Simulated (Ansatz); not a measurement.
**BFH3NSi: geometry and vibrations**

Aim: relax BFH3NSi from a cheap starting geometry, then compute its harmonic vibrations to see whether it is a minimum and to get the zero-point energy and entropy, and look at its orbitals and charge.

Computed with Ansatz 0.2.0, Gaussian basis. Level: RKS PBE0-D4/def2-TZVP.

The runs, in order: relaxation at PBE-D4/def2-SVP; relaxation at PBE0-D4/def2-TZVP; harmonic vibrations at the same level; a single point in def2-TZVPP for the fields.

### 1 Where the work starts

SMILES `FB1N[SiH2]1`, 7 atoms, charge 0, spin multiplicity 1.

Atoms are counted from 1 here; the program's logs count them from 0.

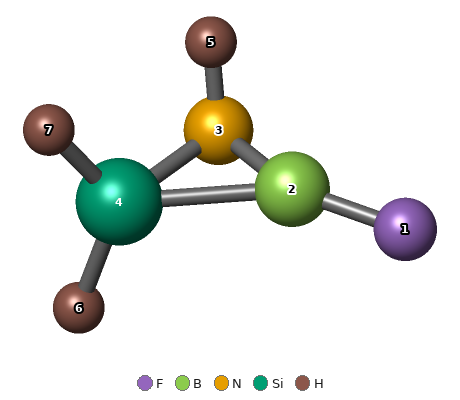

As it starts; fluorine purple, boron green, nitrogen amber, silicon teal, hydrogen brown; atoms are numbered from 1 in the order of the file.

The start is a force-field geometry with small random shifts, so a cheaper pass at PBE-D4/def2-SVP comes first.

### 2 Relaxation at PBE-D4/def2-SVP (cheap first pass)

The input, in.yaml:

```yaml
crystal:
  periodic: [false, false, false]
  atoms:
    - {symbol: F, position_ang: [-1.112200, -2.214200, 0.771200]}
    - {symbol: B, position_ang: [-0.367600, -1.041500, 0.343300]}
    - {symbol: N, position_ang: [0.718000, -0.457200, -0.552300]}
    - {symbol: Si, position_ang: [-0.181900, 0.908200, -0.147600]}
    - {symbol: H, position_ang: [1.603100, -0.400400, 0.046800]}
    - {symbol: H, position_ang: [-1.055700, 1.335900, -1.304700]}
    - {symbol: H, position_ang: [0.457700, 1.801200, 0.797600]}
basis:
  gaussian: {orbitals: def2-SVP}
hamiltonian: {xc: pbe, dispersion: d4}
relax: {f_tol: 0.03, max_steps: 200}
```

On the command line:

```
$ ansatz run in.yaml --threads 2 --pin off --events-out ev --progress --plain --max-ram 4352MiB
```

The program printed, shortened:

```text
Functional definition: PBE
  name "PBE"
  cite "Perdew, Burke & Ernzerhof, Phys. Rev. Lett. 77, 3865 (1996) doi:10.1103/PhysRevLett.77.3865"
  parent pbe
[...]
844 factors; their error is unknown
[...]
mean field -12793.17020563 eV, -470.1403335348 hartree, gradient 3.5e-5 eV, S^2 0.000000; 0 other end points of the search recorded, 0 dependent functions left out
[...]
reference -12793.17023751 eV, -470.1403347063 hartree; 19, 19 occupied and 56, 56 virtual orbitals, 844 factors
relax step   1: F+E_penalty+E_count = -12793.28891328 eV  Δ(F+E_penalty+E_count) = +0.000e0 eV  max|allowed force component| = 4.625e0 eV/Å  Δτ_max = 0.0000 Å  (28 SCF iters, accepted)
[...]
relax step   4: F+E_penalty+E_count = -12795.25890458 eV  Δ(F+E_penalty+E_count) = -2.238e-1 eV  max|allowed force component| = 7.610e-1 eV/Å  Δτ_max = 0.2000 Å  (33 SCF iters, accepted)
[...]
relax step   7: F+E_penalty+E_count = -12795.40065308 eV  Δ(F+E_penalty+E_count) = -4.865e-2 eV  max|allowed force component| = 7.022e-1 eV/Å  Δτ_max = 0.0989 Å  (27 SCF iters, accepted)
[...]
relax step  10: F+E_penalty+E_count = -12795.41837603 eV  Δ(F+E_penalty+E_count) = -4.817e-4 eV  max|allowed force component| = 4.765e-1 eV/Å  Δτ_max = 0.0529 Å  (28 SCF iters, accepted)
[...]
relax step  11: F+E_penalty+E_count = -12795.42203412 eV  Δ(F+E_penalty+E_count) = -3.658e-3 eV  max|allowed force component| = 5.060e-2 eV/Å  Δτ_max = 0.0254 Å  (28 SCF iters, accepted)
[...]
relax step  12: F+E_penalty+E_count = -12795.42210045 eV  Δ(F+E_penalty+E_count) = -6.634e-5 eV  max|allowed force component| = 8.061e-3 eV/Å  Δτ_max = 0.0023 Å  (21 SCF iters, accepted)
844 factors; their error is unknown
mean field -12795.30333576 eV, -470.2187246211 hartree, gradient 2.1e-5 eV, S^2 0.000000; 1 other end points of the search recorded, 0 dependent functions left out
[...]
reference -12795.30336898 eV, -470.2187258420 hartree; 19, 19 occupied and 56, 56 virtual orbitals, 844 factors
Total energy: -12795.42213368 eV, -470.2230903639 hartree
Atom 0 at    -0.891791    -2.157780     0.812275 Å, force     0.002370    -0.002056     0.001311 eV/Å
Atom 1 at    -0.428167    -0.988884     0.377228 Å, force    -0.005770     0.008061    -0.004316 eV/Å
Atom 2 at     0.752266    -0.510208    -0.174696 Å, force     0.004254    -0.002707    -0.000288 eV/Å
Atom 3 at    -0.371797     0.904781    -0.067723 Å, force     0.002309     0.000386     0.001761 eV/Å
Atom 4 at     1.685058    -0.828086    -0.455047 Å, force     0.000431    -0.002213     0.000146 eV/Å
Atom 5 at    -0.764977     1.505598    -1.391653 Å, force    -0.000614    -0.001058     0.003787 eV/Å
Atom 6 at     0.080810     2.006579     0.853917 Å, force    -0.002980    -0.000415    -0.002401 eV/Å
Dipole moment:     0.292647     0.101590    -0.132994 e Å
```

Wall time 16 s (2 threads of Arm Neoverse V1, shared host).

The steps of the relaxation: (the energy doesn't fall at every step)

```csv
step,energy from step 1 (eV),largest force component (eV/Å)
1,0.0000,4.6249
2,-1.2009,2.5136
3,-1.7462,1.2014
4,-1.9700,0.7610
5,-1.8372,3.1126
6,-2.0631,0.4419
7,-2.1117,0.7022
8,-2.0948,1.2950
9,-2.1290,0.1481
10,-2.1295,0.4765
11,-2.1331,0.0506
12,-2.1332,0.0081
```

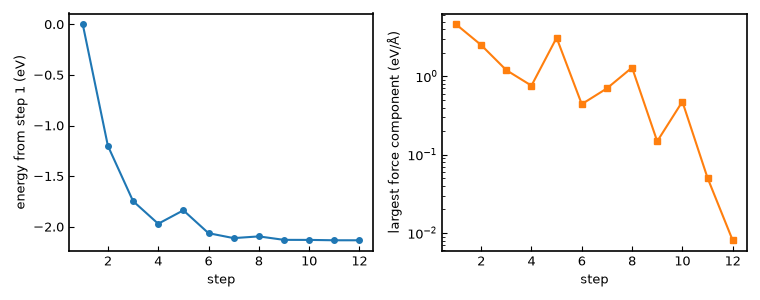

Energy and largest force along the relaxation.

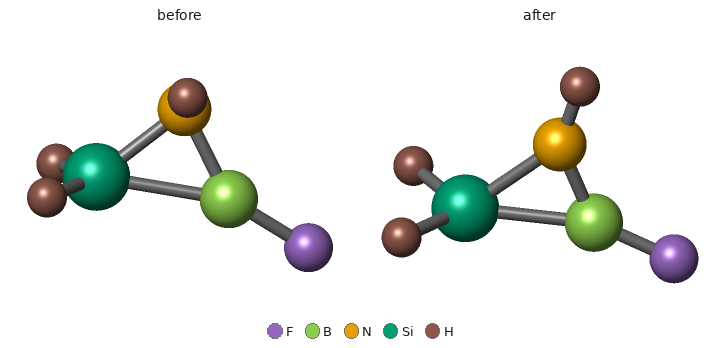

The geometry before (left) and after (right).

Close pairs (by a distance rule), those that changed most:

```
  bond  before (Å)  after (Å)  change (Å)
 B2–N3       1.524      1.388      -0.136
N3–Si4       1.685      1.810      +0.126
 F1–B2       1.454      1.331      -0.123
B2–Si4       2.019      1.946      -0.073
Si4–H7       1.449      1.506      +0.057
 N3–H5       1.070      1.025      -0.046
Si4–H6       1.512      1.506      -0.006
```

### 3 Optimising with PBE0-D4/def2-TZVP

The input, in.yaml:

```yaml
crystal:
  periodic: [false, false, false]
  atoms:
    - {symbol: F, position_ang: [-0.891791, -2.157780, 0.812275]}
    - {symbol: B, position_ang: [-0.428167, -0.988884, 0.377228]}
    - {symbol: N, position_ang: [0.752266, -0.510208, -0.174696]}
    - {symbol: Si, position_ang: [-0.371797, 0.904781, -0.067723]}
    - {symbol: H, position_ang: [1.685058, -0.828086, -0.455047]}
    - {symbol: H, position_ang: [-0.764977, 1.505598, -1.391653]}
    - {symbol: H, position_ang: [0.080810, 2.006579, 0.853917]}
basis:
  gaussian: {orbitals: def2-TZVP}
hamiltonian: {xc: pbe0, dispersion: d4}
relax: {f_tol: 0.005, max_steps: 150}
```

The command is unchanged.

The program printed, shortened:

```text
Functional definition: PBE0
  name "PBE0"
  cite "Adamo & Barone, J. Chem. Phys. 110, 6158 (1999) doi:10.1063/1.478522"
  cite "Perdew, Burke & Ernzerhof, Phys. Rev. Lett. 77, 3865 (1996) doi:10.1103/PhysRevLett.77.3865"
  parent pbe
[...]
880 factors; their error is unknown
[...]
mean field -12804.77408192 eV, -470.5667681231 hartree, gradient 8.4e-6 eV, S^2 0.000000; 0 other end points of the search recorded, 0 dependent functions left out
[...]
reference -12804.77411230 eV, -470.5667692392 hartree; 19, 19 occupied and 129, 129 virtual orbitals, 880 factors
relax step   1: F+E_penalty+E_count = -12804.87304619 eV  Δ(F+E_penalty+E_count) = +0.000e0 eV  max|allowed force component| = 6.212e-1 eV/Å  Δτ_max = 0.0000 Å  (27 SCF iters, accepted)
[...]
reference -12804.81292762 eV, -470.5681956761 hartree; 19, 19 occupied and 129, 129 virtual orbitals, 880 factors
Total energy: -12804.91236608 eV, -470.5718499722 hartree
Atom 0 at    -0.871804    -2.140763     0.801094 Å, force     0.000272     0.000913    -0.000322 eV/Å
Atom 1 at    -0.433067    -0.973421     0.375122 Å, force    -0.002034    -0.000390     0.000884 eV/Å
Atom 2 at     0.740208    -0.495002    -0.173607 Å, force     0.001027    -0.001569    -0.000062 eV/Å
Atom 3 at    -0.349502     0.892477    -0.073105 Å, force     0.000938    -0.000307    -0.000282 eV/Å
Atom 4 at     1.655503    -0.821386    -0.445430 Å, force     0.000443     0.001194    -0.000422 eV/Å
Atom 5 at    -0.757136     1.487644    -1.372564 Å, force    -0.000296     0.000096     0.000174 eV/Å
Atom 6 at     0.077201     1.982451     0.842791 Å, force    -0.000350     0.000063     0.000029 eV/Å
Dipole moment:     0.291652     0.162555    -0.146152 e Å
```

It took 21 s on 2 threads of Arm Neoverse V1, shared host.

Relaxation path:

| step | energy from step 1 (eV) | largest force component (eV/Å) |
| --- | --- | --- |
| 1 | 0.0000 | 0.6212 |
| 2 | -0.0303 | 0.3968 |
| 3 | -0.0386 | 0.1080 |
| 4 | -0.0389 | 0.1615 |
| 5 | -0.0393 | 0.0182 |
| 6 | -0.0393 | 0.0094 |
| 7 | -0.0393 | 0.0020 |

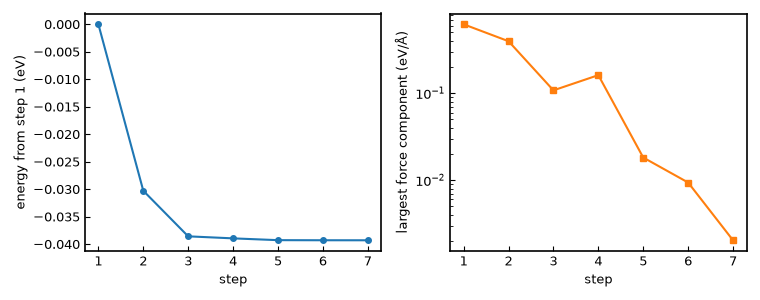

Energy and force, step by step.

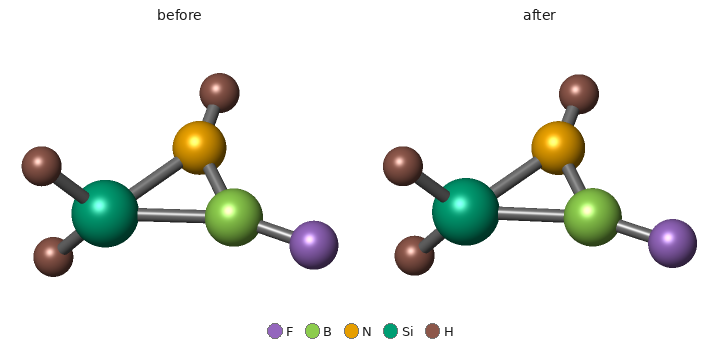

The geometry before (left) and after (right).

Close pairs (by a distance rule), those that changed most:

| bond | before (Å) | after (Å) | change (Å) |
| --- | --- | --- | --- |
| N3–Si4 | 1.810 | 1.767 | -0.043 |
| B2–Si4 | 1.946 | 1.921 | -0.025 |
| Si4–H6 | 1.506 | 1.486 | -0.020 |
| Si4–H7 | 1.506 | 1.486 | -0.020 |
| N3–H5 | 1.025 | 1.009 | -0.016 |
| F1–B2 | 1.331 | 1.318 | -0.013 |
| B2–N3 | 1.388 | 1.381 | -0.007 |

Mulliken charges at the end point, from the run's report:

| atom | value (e) |
| --- | --- |
| F1 | -0.26 |
| B2 | 0.36 |
| N3 | -0.37 |
| Si4 | 0.08 |
| H5 | 0.22 |
| H6 | -0.02 |
| H7 | -0.02 |

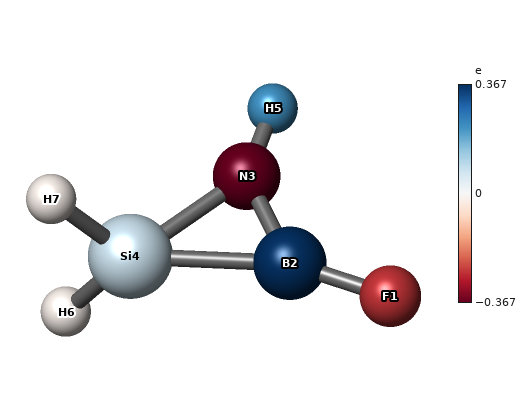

Mulliken charges at the end point, from the run's report, as colours on the atoms.

### 4 Force constants and modes

The input, in.yaml:

```yaml
crystal:
  periodic: [false, false, false]
  atoms:
    - {symbol: F, position_ang: [-0.871804, -2.140763, 0.801094]}
    - {symbol: B, position_ang: [-0.433067, -0.973421, 0.375122]}
    - {symbol: N, position_ang: [0.740208, -0.495002, -0.173607]}
    - {symbol: Si, position_ang: [-0.349502, 0.892477, -0.073105]}
    - {symbol: H, position_ang: [1.655503, -0.821386, -0.445430]}
    - {symbol: H, position_ang: [-0.757136, 1.487644, -1.372564]}
    - {symbol: H, position_ang: [0.077201, 1.982451, 0.842791]}
basis:
  gaussian: {orbitals: def2-TZVP}
hamiltonian: {xc: pbe0, dispersion: d4}
phonons: {temperatures: {t_min: 298.15, t_max: 900, t_step: 200}}
```

Launched as before.

The program printed, shortened:

```text
Functional definition: PBE0
  name "PBE0"
  cite "Adamo & Barone, J. Chem. Phys. 110, 6158 (1999) doi:10.1063/1.478522"
  cite "Perdew, Burke & Ernzerhof, Phys. Rev. Lett. 77, 3865 (1996) doi:10.1103/PhysRevLett.77.3865"
  parent pbe
[...]
880 factors; their error is unknown
[...]
mean field -12804.81289798 eV, -470.5681945869 hartree, gradient 8.2e-6 eV, S^2 0.000000; 0 other end points of the search recorded, 0 dependent functions left out
[...]
reference -12804.81292813 eV, -470.5681956948 hartree; 19, 19 occupied and 129, 129 virtual orbitals, 880 factors
[...]
880 factors; their error is unknown
mean field -12804.81286801 eV, -470.5681934856 hartree, gradient 2.6e-6 eV, S^2 0.000000; 0 other end points of the search recorded, 0 dependent functions left out
[...]
reference -12804.81289816 eV, -470.5681945934 hartree; 19, 19 occupied and 129, 129 virtual orbitals, 880 factors
[...]
Total energy: -12804.91236659 eV, -470.5718499910 hartree
Atom 0 at    -0.871804    -2.140763     0.801094 Å, force     0.000263     0.000896    -0.000314 eV/Å
Atom 1 at    -0.433067    -0.973421     0.375122 Å, force    -0.002058    -0.000384     0.000891 eV/Å
Atom 2 at     0.740208    -0.495002    -0.173607 Å, force     0.001092    -0.001567    -0.000089 eV/Å
Atom 3 at    -0.349502     0.892477    -0.073105 Å, force     0.000933    -0.000313    -0.000273 eV/Å
Atom 4 at     1.655503    -0.821386    -0.445430 Å, force     0.000416     0.001203    -0.000413 eV/Å
Atom 5 at    -0.757136     1.487644    -1.372564 Å, force    -0.000297     0.000099     0.000170 eV/Å
Atom 6 at     0.077201     1.982451     0.842791 Å, force    -0.000349     0.000066     0.000028 eV/Å
Dipole moment:     0.291652     0.162555    -0.146153 e Å
Vibrations: 293.55 339.08 574.91 582.31 626.89 667.41 677.49 745.03 965.10 1004.24 1141.54 1573.45 2215.95 2222.53 3597.86 cm⁻¹, zero-point energy 1.067958 eV
```

It took 76 s on 2 threads of Arm Neoverse V1, shared host.

Motions are named by where the mode's potential energy lies. The modes, unscaled (a negative number is an imaginary wavenumber):

```
mode  cm⁻¹                       motion
   1   294            out-of-plane bend
   2   339                         bend
   3   575                         bend
   4   582       bend with Si–B stretch
   5   627  bend with out-of-plane bend
   6   667  out-of-plane bend with bend
   7   677                         bend
   8   745       bend with Si–N stretch
   9   965                         bend
  10  1004                         bend
  11  1142        bend with B–F stretch
  12  1573          B–F and B–N stretch
  13  2216                 Si–H stretch
  14  2223                 Si–H stretch
  15  3598                  N–H stretch
```

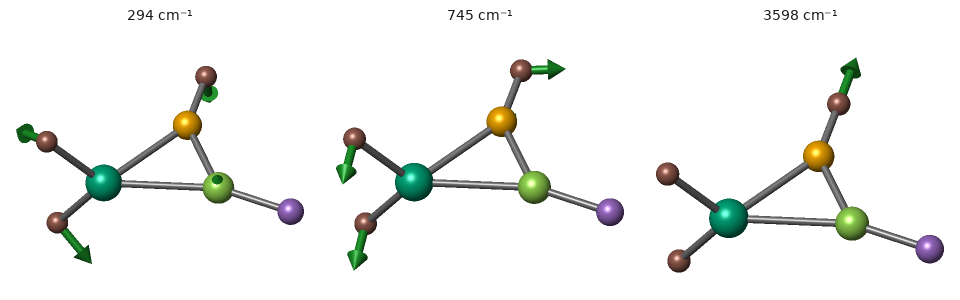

How the atoms move in 3 of the modes.

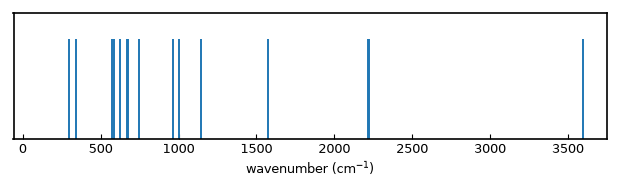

The harmonic wavenumbers as sticks (no intensities were computed).

From these modes and the moments of inertia (298.15 K, 1 bar, symmetry number 1):

```csv
term,value
zero-point energy,103.0 kJ/mol
H(298) − E,117.5 kJ/mol
"entropy, translation",162.7 J/(mol K)
"entropy, rotation",103.7 J/(mol K)
"entropy, vibration",22.0 J/(mol K)
"entropy, total",288.3 J/(mol K)
```

### 5 Orbitals, density and potential

Edit in.yaml of step 4 so:

```diff
@@ -11,4 +11,4 @@
 basis:
-  gaussian: {orbitals: def2-TZVP}
+  gaussian: {orbitals: def2-TZVPP}
 hamiltonian: {xc: pbe0, dispersion: d4}
-phonons: {temperatures: {t_min: 298.15, t_max: 900, t_step: 200}}
+output: {orbitals: {seedname: orbitals}}
```

Launched as before.

The program printed:

```text
Functional definition: PBE0
  name "PBE0"
  cite "Adamo & Barone, J. Chem. Phys. 110, 6158 (1999) doi:10.1063/1.478522"
  cite "Perdew, Burke & Ernzerhof, Phys. Rev. Lett. 77, 3865 (1996) doi:10.1103/PhysRevLett.77.3865"
  parent pbe
  parameter a = 0.25
  parameter kappa = 0.804
  parameter beta = 0.06672455060314922
  exchange = (1 - a)*pbe_x(kappa = kappa, mu = beta*pi^2/3) + a*exact_x
  correlation = pbe_c(beta = beta)
948 factors; their error is unknown
mean field evaluation 1: about -12797.5564 eV, gradient 6.3e1 eV
mean field evaluation 2: about -12784.3424 eV, gradient 9.4e1 eV
mean field evaluation 4: about -12804.7411 eV, gradient 7.0e0 eV
mean field evaluation 8: about -12804.8451 eV, gradient 1.8e-1 eV
mean field -12804.84517909 eV, -470.5693808958 hartree, gradient 6.4e-5 eV, S^2 0.000000; 0 other end points of the search recorded, 0 dependent functions left out
reference -12804.84520897 eV, -470.5693819938 hartree; 19, 19 occupied and 158, 158 virtual orbitals, 948 factors
Total energy: -12804.94464743 eV, -470.5730362900 hartree
```

Run time: 2.3 s. Hardware: 2 threads of Arm Neoverse V1, shared host.

The fields below are evaluated on a grid from the run's orbitals.

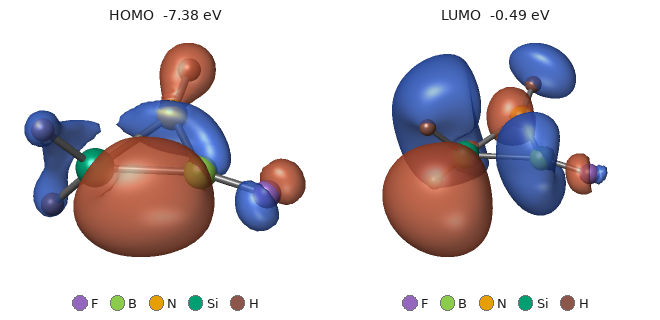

Frontier orbitals at PBE0-D4/def2-TZVPP; each surface holds 70 % of the orbital's density, blue and red mark the sign.

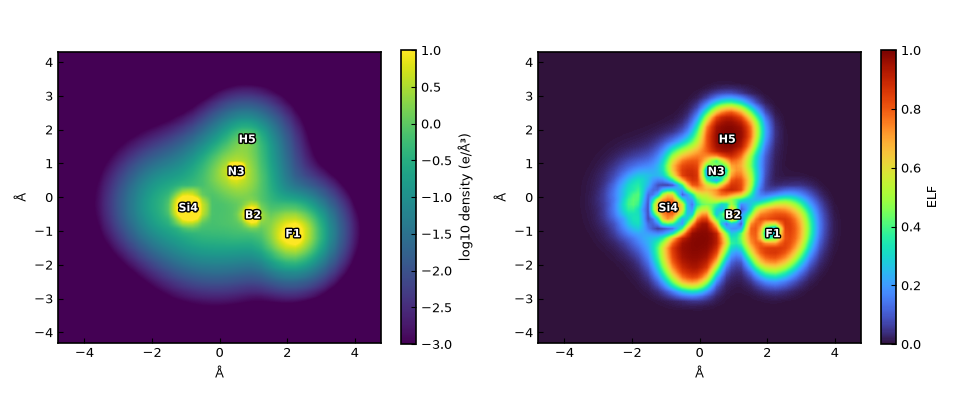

Density (left) and ELF (right) in a plane through or near 5 of the atoms.

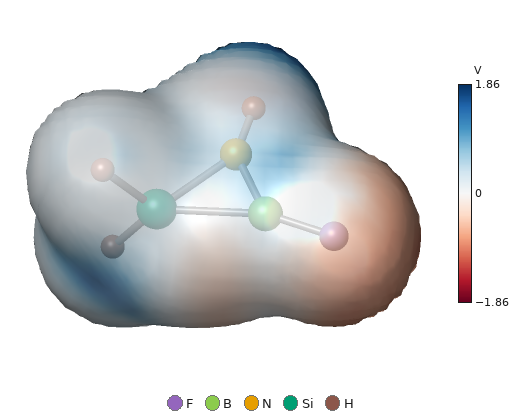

The potential that a unit positive charge feels on the 0.002 e/bohr³ surface, from the 1st to the 99th percentile, from -0.83 V near F1 to 1.86 V near H5.

### 6 Results

```
                  quantity            value
               point group               Cs
                     steps           12 + 7
shift from the start (rms)          0.373 Å
              total energy   -12804.9124 eV
           dispersion term          -99 meV
             dipole moment           1.75 D
lowest, highest wavenumber   294, 3598 cm⁻¹
         zero-point energy     103.0 kJ/mol
       entropy at 298.15 K  288.3 J/(mol K)
                HOMO, LUMO  -7.38, -0.49 eV
```

The relaxed geometry lies 0.37 Å (rms) from the start; the bond that changed most is B2–N3, from 1.524 to 1.381 Å. All wavenumbers are real, so the end point is a minimum. The stiffest mode, 3598 cm⁻¹, is an N–H stretch. Harmonic hybrid wavenumbers usually lie a few per cent above measured fundamentals. The largest Mulliken charge, -0.37 e, sits on N3. The HOMO lies mostly on B2 37 %; Si4 31 % and the LUMO on Si4 28 %; H6, H7 about 18 % each.
